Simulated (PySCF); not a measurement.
# CAM-B3LYP/cc-pVTZ (density fitting with def2-universal-jkfit) run of SiH2S (SMILES [SiH]S)

Aim: the vertical singlet–triplet gap of SiH2S at CAM-B3LYP/cc-pVTZ (density fitting with def2-universal-jkfit), from 2 runs. Input form: a Python script.

Program for the calculation: PySCF 2.14.0.

2 further runs of the same task are left out: 2 set aside as unsound or not needed.

### Step 1. The system as given

SiH2S has 4 atoms, charge 0, and is taken as a singlet. SMILES: `[SiH]S`. Geometry: relaxed at PBE0-D4/def2-TZVP.

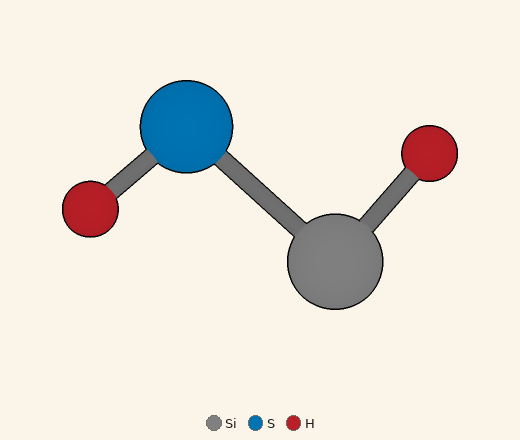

The structure, seen from a chosen angle (silicon grey, sulfur blue, hydrogen red).

### Step 2. A single-point energy at CAM-B3LYP/cc-pVTZ (density fitting with def2-universal-jkfit)

run.py

```python
from pyscf import gto, dft

molecule = gto.M(
    atom='''
Si    -0.496620    -2.030322     0.304435
S      0.359993     1.811869    -0.390417
H      1.922796    -2.250286     1.854577
H     -1.681289     2.354599    -1.806956
''',
    max_memory=1860,
    basis='cc-pvtz',
    verbose=4,
    unit='bohr',
    spin=0,
)

calc0 = dft.RKS(molecule, xc='cam-b3lyp')
calc0 = calc0.density_fit(auxbasis='def2-universal-jkfit')
calc0.grids.level = 4
calc0.conv_tol = 1e-10
calc0.kernel()
if not calc0.converged:
    calc0 = calc0.newton().run(calc0.mo_coeff, calc0.mo_occ)

etot = calc0.e_tot
print('E = %.10f Eh' % etot)
```

Launch:

```sh
OMP_NUM_THREADS=1 python run.py
```

Output:

```text
PySCF version 2.14.0

[INPUT] num. atoms = 4
[INPUT] num. electrons = 32
[INPUT] charge = 0
[INPUT] spin (= nelec alpha-beta = 2S) = 0
[INPUT] symmetry False subgroup None
[INPUT] Mole.unit = bohr
[INPUT] Symbol           X                Y                Z      unit          X                Y                Z       unit  Magmom
[INPUT]  1 Si    -0.262799986487  -1.074400133230   0.161100064206 AA   -0.496620000000  -2.030322000000   0.304435000000 Bohr   0.0
[INPUT]  2 S      0.190500091691   0.958799783972  -0.206599779156 AA    0.359993000000   1.811869000000  -0.390417000000 Bohr   0.0
[INPUT]  3 H      1.017499824448  -1.190800069252   0.981399884296 AA    1.922796000000  -2.250286000000   1.854577000000 Bohr   0.0
[INPUT]  4 H     -0.889699823770   1.246000131655  -0.956199936335 AA   -1.681289000000   2.354599000000  -1.806956000000 Bohr   0.0

nuclear repulsion = 73.393081005312
number of shells = 30
number of NR pGTOs = 150
number of NR cGTOs = 96
basis = cc-pvtz
ecp = {}

******** <class 'pyscf.df.df_jk.DFRKS'> ********
method = DFRKS
initial guess = minao
damping factor = 0
level_shift factor = 0
DIIS = <class 'pyscf.scf.diis.CDIIS'>
diis_start_cycle = 1
diis_space = 8
diis_damp = 0
SCF conv_tol = 1e-10
SCF conv_tol_grad = None
SCF max_cycles = 50
direct_scf = False
XC library pyscf.dft.libxc version 7.0.0
    S. Lehtola, C. Steigemann, M. J.T. Oliveira, and M. A.L. Marques.,  SoftwareX 7, 1–5 (2018)
XC functionals = cam-b3lyp
    T. Yanai, D. P. Tew, and N. C. Handy.,  Chem. Phys. Lett. 393, 51 (2004)
radial grids:
    Treutler-Ahlrichs [JCP 102, 346 (1995); DOI:10.1063/1.469408] (M4) radial grids

becke partition: Becke, JCP 88, 2547 (1988); DOI:10.1063/1.454033
pruning grids: <function nwchem_prune>
grids dens level: 4
symmetrized grids: False
atomic radii adjust function: <function treutler_atomic_radii_adjust>
small_rho_cutoff = 0
Set gradient conv threshold to 1e-05
Initial guess from minao.
tot grids = 89024
******** <class 'pyscf.df.df.DF'> ********
auxbasis = def2-universal-jkfit
Create RSH-DF object <pyscf.df.df.DF object> for omega=0.33
******** <class 'pyscf.df.df.DF'> ********
auxbasis = auxmol.basis = def2-universal-jkfit
init E= -688.826935571762
  HOMO = -0.239545033979521  LUMO = -0.0975247396929344  gap/eV = 3.86457
cycle= 1 E= -688.887613511984  delta_E= -0.0607  |g|= 0.234  |ddm|= 1.44
  HOMO = -0.304015433052302  LUMO = -0.0641783989049971  gap/eV = 6.52630
cycle= 2 E= -688.892573180583  delta_E= -0.00496  |g|= 0.221  |ddm|= 0.401
  HOMO = -0.29766718954267  LUMO = -0.0516396176976883  gap/eV = 6.69475
cycle= 3 E= -688.906987028669  delta_E= -0.0144  |g|= 0.0205  |ddm|= 0.175
  HOMO = -0.298607733839138  LUMO = -0.051028254104124  gap/eV = 6.73698
cycle= 4 E= -688.907118058988  delta_E= -0.000131  |g|= 0.00705  |ddm|= 0.0235
  HOMO = -0.298874026566328  LUMO = -0.0509020046911068  gap/eV = 6.74766
cycle= 5 E= -688.907137214976  delta_E= -1.92e-05  |g|= 0.00177  |ddm|= 0.00924
  HOMO = -0.29899514747716  LUMO = -0.0510166264534053  gap/eV = 6.74784
cycle= 6 E= -688.907138736287  delta_E= -1.52e-06  |g|= 0.000325  |ddm|= 0.00293
  HOMO = -0.298951061085805  LUMO = -0.050983955456525  gap/eV = 6.74753
cycle= 7 E= -688.907138794787  delta_E= -5.85e-08  |g|= 9.38e-05  |ddm|= 0.000654
  HOMO = -0.298966223407266  LUMO = -0.0509997658322137  gap/eV = 6.74751
cycle= 8 E= -688.907138802386  delta_E= -7.6e-09  |g|= 2.89e-05  |ddm|= 0.000296
  HOMO = -0.298964404625916  LUMO = -0.0509970679421139  gap/eV = 6.74753
cycle= 9 E= -688.907138802961  delta_E= -5.76e-10  |g|= 9.23e-06  |ddm|= 6.27e-05
  HOMO = -0.298964904983643  LUMO = -0.0509976569122053  gap/eV = 6.74753
cycle= 10 E= -688.907138803028  delta_E= -6.71e-11  |g|= 1.64e-06  |ddm|= 2.23e-05
  HOMO = -0.298964857450613  LUMO = -0.0509975872179886  gap/eV = 6.74753
Extra cycle  E= -688.907138803033  delta_E= -4.77e-12  |g|= 6.47e-07  |ddm|= 4.22e-06
converged SCF energy = -688.907138803033
E = -688.9071388030 Eh
```

It took 6.3 s on 1 thread of Arm Neoverse V2, shared host; peak memory 0.4 GiB.

### Step 3. The triplet at the same level

input.py

```python
from pyscf import gto, dft

mol = gto.M(
    atom='Si -0.262800 -1.074400 0.161100; S 0.190500 0.958800 -0.206600; H 1.017500 -1.190800 0.981400; H -0.889700 1.246000 -0.956200',
    max_memory=1860,
    charge=0,
    verbose=4,
    basis='cc-pvtz',
    spin=2,
)

mf = dft.UKS(mol, xc='cam-b3lyp')
mf = mf.density_fit(auxbasis='def2-universal-jkfit')
mf.grids.level = 4
mf.conv_tol = 1e-10
mf.kernel()
if not mf.converged:
    mf = mf.newton().run(mf.mo_coeff, mf.mo_occ)

etot = mf.e_tot
print('E = %.10f Eh' % etot)
```

Launch:

```sh
OMP_NUM_THREADS=1 python input.py
```

Output:

```text
PySCF version 2.14.0

[INPUT] num. atoms = 4
[INPUT] num. electrons = 32
[INPUT] charge = 0
[INPUT] spin (= nelec alpha-beta = 2S) = 2
[INPUT] symmetry False subgroup None
[INPUT] Mole.unit = angstrom
[INPUT] Symbol           X                Y                Z      unit          X                Y                Z       unit  Magmom
[INPUT]  1 Si    -0.262800000000  -1.074400000000   0.161100000000 AA   -0.496620025536  -2.030321748233   0.304434878667 Bohr   0.0
[INPUT]  2 S      0.190500000000   0.958800000000  -0.206600000000 AA    0.359992826730   1.811869408233  -0.390417417335 Bohr   0.0
[INPUT]  3 H      1.017500000000  -1.190800000000   0.981400000000 AA    1.922796331745  -2.250285869132   1.854577218648 Bohr   0.0
[INPUT]  4 H     -0.889700000000   1.246000000000  -0.956200000000 AA   -1.681289333026   2.354598751208  -1.806956120309 Bohr   0.0

nuclear repulsion = 73.3930779719357
number of shells = 30
number of NR pGTOs = 150
number of NR cGTOs = 96
basis = cc-pvtz
ecp = {}

[... 38 lines left out ...]
WARN: HOMO -0.0975247393730925 >= LUMO -0.239545033230554
[... 58 lines left out ...]
converged SCF energy = -688.831959711896  <S^2> = 2.005365  2S+1 = 3.0035745
E = -688.8319597119 Eh
```

It took 15 s on 1 thread of Arm Neoverse V2, shared host; peak memory 0.4 GiB.

### Step 4. Summary of results

At CAM-B3LYP/cc-pVTZ (density fitting with def2-universal-jkfit):

| quantity | value |
| --- | --- |
| singlet: total energy | -688.90714 Eh |
| singlet: dipole moment | 0.69 D |
| singlet: HOMO energy | -8.14 eV |
| singlet: LUMO energy | -1.39 eV |
| singlet: HOMO–LUMO gap | 6.75 eV |
| triplet: total energy | -688.83196 Eh |
| triplet: dipole moment | 1.28 D |
| triplet: HOMO energy (highest over α and β) | -6.12 eV |
| triplet: LUMO energy (lowest over α and β) | -3.49 eV |
| triplet: ⟨S²⟩ | 2.005 |
| vertical energy of the triplet above the singlet | 2.046 eV |

At this shape the triplet lies 2.05 eV (47 kcal/mol) above the singlet. Mulliken charges (triplet) run from -0.16 on S2 to +0.10 on H4.
